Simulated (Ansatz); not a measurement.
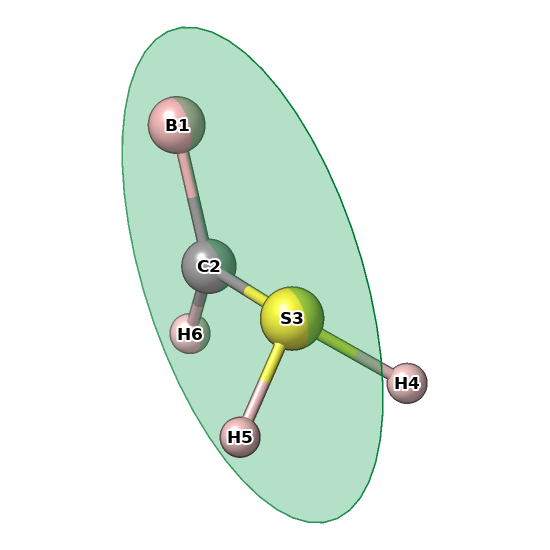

A disc through the centre of mass is drawn in. Depth is shown by fading: the farther an atom, the more it takes the colour of the background. Computed geometry: PBE-D4/def2-SVP optimisation. No frequency run is at hand to confirm it as a minimum.

Is the plane of the disc a mirror plane of the structure?

Yes. The reflection leaves B1, C2, S3, H6 in place and moves H4 ↔ H5. The point group is Cs.
